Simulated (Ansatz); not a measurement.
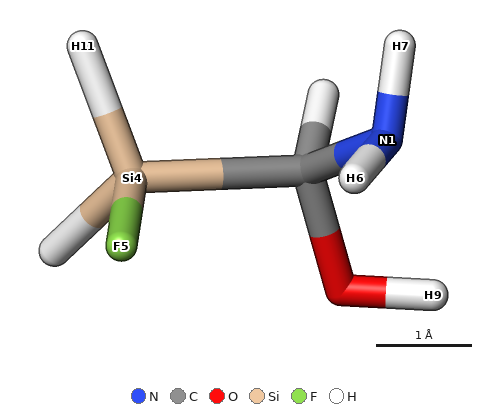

Figure 1. The input geometry (stick view, seen at a tilt; atoms are numbered from 1 in the order of the input).

**Single-point calculation, with input and output: CH6FNOSi**

- system: CH6FNOSi
- method: RKS PBE0-D4/def2-TZVPP (Ansatz 0.2.0)

The geometry comes from this level: PBE0-D4/def2-TZVP.

Input:
```yaml
crystal:
  periodic: [false, false, false]
  atoms:
    - {symbol: N, position_ang: [-0.240407, 1.442925, -0.209178]}
    - {symbol: C, position_ang: [-0.279121, 0.036846, -0.552188]}
    - {symbol: O, position_ang: [0.619159, -0.231255, -1.608487]}
    - {symbol: Si, position_ang: [0.200955, -1.096893, 0.888227]}
    - {symbol: F, position_ang: [1.424345, -0.383878, 1.646941]}
    - {symbol: H, position_ang: [0.504117, 1.672759, 0.437407]}
    - {symbol: H, position_ang: [-1.119213, 1.780002, 0.156856]}
    - {symbol: H, position_ang: [-1.314728, -0.182576, -0.858388]}
    - {symbol: H, position_ang: [0.561200, 0.523214, -2.207369]}
    - {symbol: H, position_ang: [0.638883, -2.450691, 0.475934]}
    - {symbol: H, position_ang: [-0.929790, -1.167453, 1.850844]}
basis:
  gaussian: {orbitals: def2-TZVPP}
hamiltonian: {xc: pbe0, dispersion: d4}
output: {orbitals: {seedname: orbitals}}
```

Hardware: 4 threads of Intel Xeon @ 2.80GHz, 23 GiB of memory available, shared host.

Launched with:
```bash
ansatz run in.yaml --threads 4 --pin off --events-out ev --progress --plain --max-ram 10444MiB
```

What the program printed:
```
Functional definition: PBE0
  name "PBE0"
  cite "Adamo & Barone, J. Chem. Phys. 110, 6158 (1999) doi:10.1063/1.478522"
  cite "Perdew, Burke & Ernzerhof, Phys. Rev. Lett. 77, 3865 (1996) doi:10.1103/PhysRevLett.77.3865"
  parent pbe
  parameter a = 0.25
  parameter kappa = 0.804
  parameter beta = 0.06672455060314922
  exchange = (1 - a)*pbe_x(kappa = kappa, mu = beta*pi^2/3) + a*exact_x
  correlation = pbe_c(beta = beta)
1287 factors; their error is unknown
mean field evaluation 1: about -15252.0633 eV, gradient 6.7e1 eV
mean field evaluation 2: about -15243.2501 eV, gradient 9.5e1 eV
mean field evaluation 4: about -15259.9934 eV, gradient 2.6e0 eV
mean field evaluation 8: about -15260.0080 eV, gradient 7.5e-2 eV
mean field evaluation 16: about -15260.0373 eV, gradient 4.4e-5 eV
mean field -15260.03725473 eV, -560.7960254867 hartree, gradient 4.4e-5 eV, S^2 0.000000; 0 other end points of the search recorded, 0 dependent functions left out
reference -15260.03728460 eV, -560.7960265842 hartree; 25, 25 occupied and 225, 225 virtual orbitals, 1287 factors
Total energy: -15260.21177952 eV, -560.8024391543 hartree
```

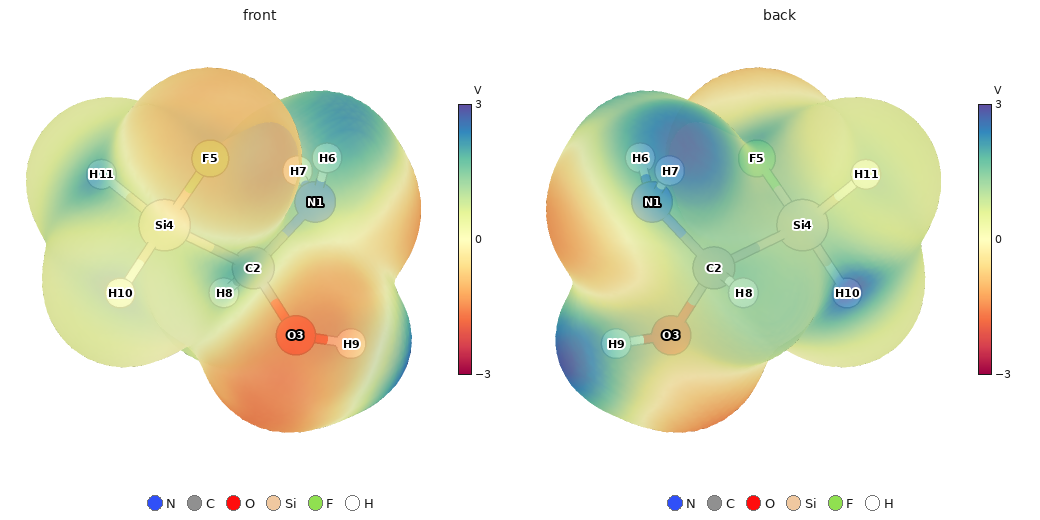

Figure 2. The electrostatic potential painted on the density surface at 0.004 e/bohr³, seen at a tilt and from behind; the colour scale runs from red (negative) to blue (positive).

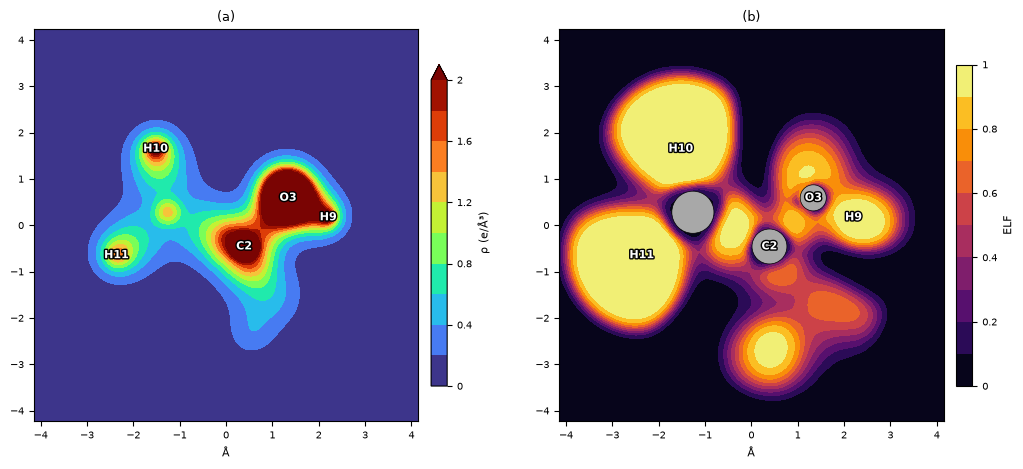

Figure 3. (a) total electron density; (b) electron localisation function on the plane of atoms C2, O3 and H9. Grey discs, where drawn, cover atomic cores. The section cuts through C, O and H sites.

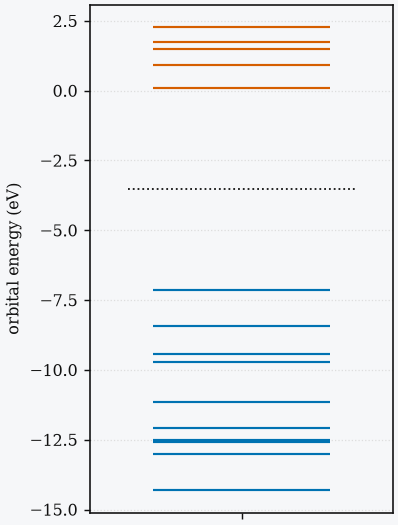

Figure 4. Orbital energies near the frontier; the dotted line parts filled from empty levels, and levels within 0.02 eV of each other stand side by side. Highest filled −7.13 eV, lowest empty 0.09 eV, 7.22 eV apart.

Key numbers:

| quantity | value |
| --- | --- |
| outcome | converged |
| total energy | −15260.2118 eV |
| mean-field energy | −15260.0373 eV |
| dispersion energy | −0.1745 eV |
| SCF solution under orbital rotations | stable |
| HOMO | −7.13 eV |
| LUMO | 0.09 eV |
| wall time | 2.1 s (CPU time 7.5 s) |
| peak memory | 0.6 GiB |
